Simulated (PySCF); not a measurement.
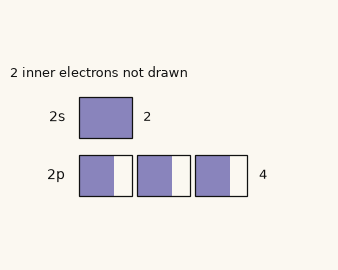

**Figure 1.** The outer shells of the nominal configuration: a box for each of the 2l + 1 orbitals, shaded by the share of the shell that is filled, with the electron count at the right.

# Run report: Al⁵⁺, atomic calculation

System: Al⁵⁺, configuration 1s2 2s2 2p4, multiplicity 3.
Method: unrestricted HF, even-tempered 20s13p6d6f5g, non-relativistic, point nucleus (PySCF).

### Input
```python
from pyscf import gto, scf, dft, mp, cc
mol = gto.M(atom="Al 0 0 0", charge=5, spin=2, symmetry="D2h",
            basis=gto.etbs([(0, 20, 0.2, 2.2), (1, 13, 0.26, 2.2), (2, 6, 3.5, 2.4), (3, 6, 5.3, 2.4), (4, 5, 7.9, 2.4)]))
mf = scf.UHF(mol)
mf.irrep_nelec = {'Ag': (2, 2), 'B1u': (1, 0), 'B2u': (1, 1), 'B3u': (1, 0)}
mf.kernel()
```

The script is an equivalent of what the driver set up; the driver started from orbitals of its own, so the log can be shorter than this script's would be, and it computed the properties (radii, ⟨L²⟩, response) afterwards. It held the occupations shell by shell, which the script's counts by irreducible representation don't always enforce.

Hardware: 2 threads of Arm Neoverse N1, 15 GiB of memory available, shared host.

Launched within a batch (the task file carries these settings):
```bash
OMP_NUM_THREADS=2 python <driver script> TASK.json OUT
```

### The program's output (extracts)
```
damping factor = 0
level_shift factor = 0
DIIS = <class 'pyscf.scf.diis.CDIIS'>
diis_start_cycle = 1
diis_space = 10
diis_damp = 0
SCF conv_tol = 1e-09
SCF conv_tol_grad = None
number electrons alpha = 5  beta = 3
cycle= 1 E= -230.056801728961  delta_E= -0.00543  |g|= 0.0361  |ddm|= 0.0155
cycle= 2 E= -230.056903133124  delta_E= -0.000101  |g|= 0.00523  |ddm|= 0.00257
cycle= 3 E= -230.056905479072  delta_E= -2.35e-06  |g|= 8.85e-05  |ddm|= 0.000483
cycle= 4 E= -230.056905480004  delta_E= -9.32e-10  |g|= 1.01e-05  |ddm|= 1.31e-05
converged SCF energy = -230.056905480004  <S^2> = 2.001574  2S+1 = 3.0010492
```

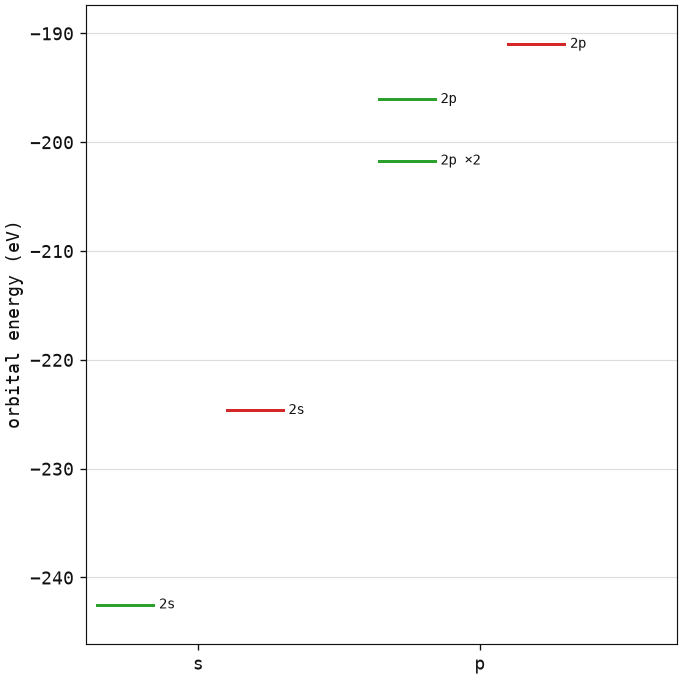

**Figure 2.** Orbital energies of the mean field, from the top down to −242.5 eV, by angular momentum, α spin at the left of each column and β at the right; ×n counts the orbitals under one label. The highest filled orbital is 2p β at −191.0 eV, the lowest empty one p β at −149.6 eV.

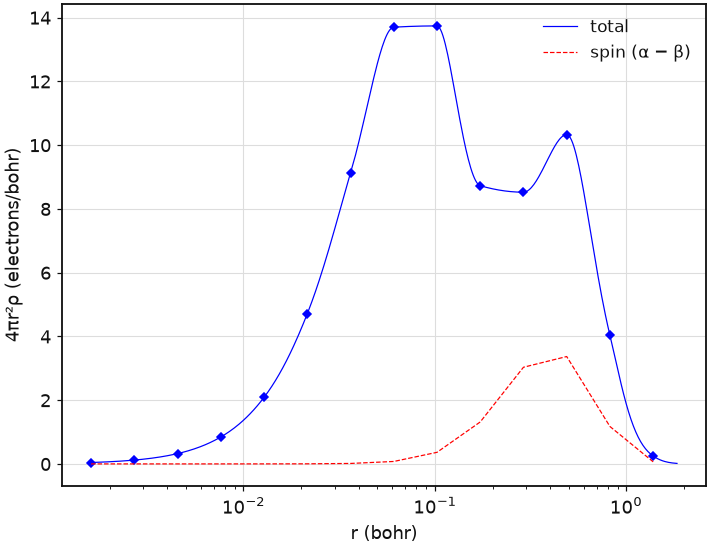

**Figure 3.** Spherically averaged radial density 4πr²ρ of the mean field and its spin part; markers are the stored points, which are sparse, and the line is a monotone interpolation between them. The largest stored value is 13.7 electrons/bohr at r = 0.10 bohr. Root-mean-square radii of the shells: 1s 0.139, 2p 0.596, 2s 0.636 bohr.

### Key numbers

| quantity | value |
| --- | --- |
| outcome | converged |
| total energy | −230.056905 hartree |
| kinetic energy | 230.058689 hartree |
| −E/T (1 by the virial theorem at the basis-set limit) | 1.0000 |
| ⟨S²⟩ | 2.002 |
| ⟨L²⟩ | 2.00 |
| static polarisability | 0.161 bohr³ |
| C₆ of the like pair | 0.0743 hartree bohr⁶ |
| SCF iterations | 4 |
| wall time | 1.7 min (CPU time 3.5 min) |
